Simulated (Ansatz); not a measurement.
# Fields on a plane of Mg2Si (antifluorite type, space group Fm-3m)

```
CELL_PARAMETERS angstrom
      0.00000     3.18221     3.18221
      3.18221     0.00000     3.18221
      3.18221     3.18221     0.00000
ATOMIC_POSITIONS crystal
  Si 0.00000 0.00000 0.00000
  Mg 0.25000 0.25000 0.25000
  Mg 0.75000 0.75000 0.75000
```

The slice is a {100} plane (indices of the conventional cell) through the point (0.000, 0.000, 0.000) (fractional), spanned by u = [100] and v = [0 1 -1] in vectors of this cell: u (4.50 Å) and v (4.50 Å, at 90° to u). It covers one period; positions are fractions (u, v).

Atoms on it: Si at (0.00, 0.00).

Computed with PBE (plane waves to 420 eV, PAW, scalar-relativistic; Ansatz, a first-principles code). k mesh 9×9×9. These are valence fields of a PAW run, semicore shells included where kept as valence: close to a nucleus they are smooth pseudo fields. Mg2Si was relaxed with its symmetry unable to fall. The PAW data are Ansatz's earlier set.

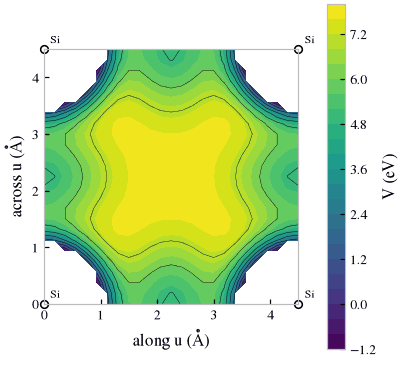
Figure. Electrostatic potential energy of an electron, from the cell's mean, in eV, one period of the plane, atoms marked. Points within 1 Å of a nucleus are left white, as the pseudised field means little there. Values under -1 eV are set to -1. The zero, the cell's mean, hangs on the PAW cores.

```
|####%%@@@@@@@@%%##****++++++****##%%@@@@@@@@%%##|
|%%%%@@@@@@@@%%####**++++++++++**####%%@@@@@@@@%%|
|@@@@@@@@@@@@%%##****++++==++++****##%%@@@@@@@@@@|
|@@@@@@@@@@%%##****++==========++****##%%@@@@@@@@|
|@@@@@@@@%%####**++====------====++**####%%@@@@@@|
|@@@@%%%%####**++====----------====++**####%%%%@@|
|%%%%####****++====--::::::::::--====++****####%%|
|######****++====--::..........::--====++****####|
|********++====--::::....  ....::::--====++******|
|****++++====--::....          ....::--====++++**|
|++++++++==----::....          ....::----==++++++|
|++++++====----::..              ..::----====++++|
|++++++++==----::....          ....::----==++++++|
|****++++====--::....          ....::--====++++**|
|********++====--::::....  ....::::--====++******|
|######****++====--::..........::--====++****####|
|%%%%####****++====--::::::::::--====++****####%%|
|@@@@%%%%####**++====----------====++**####%%%%@@|
|@@@@@@@@%%####**++====------====++**####%%@@@@@@|
|@@@@@@@@@@%%##****++==========++****##%%@@@@@@@@|
|@@@@@@@@@@@@%%##****++++==++++****##%%@@@@@@@@@@|
|%%%%@@@@@@@@%%####**++++++++++**####%%@@@@@@@@%%|
|####%%@@@@@@@@%%##****++++++****##%%@@@@@@@@%%##|
|**##%%@@@@@@@@%%##****++++++****##%%@@@@@@@@%%##|
```
Scale: ten equal steps from -1.80 (start of ' ') to -0.41 (end of '@'), in the order ' .:-=+*#%@'. Values: log₁₀ of the valence density in e/Å³. The map has 24 points along u (two characters each, u = 0 at the left) and 24 along v (v = 0 in the bottom row). The scale is logarithmic, as a density can span decades between atoms and voids.
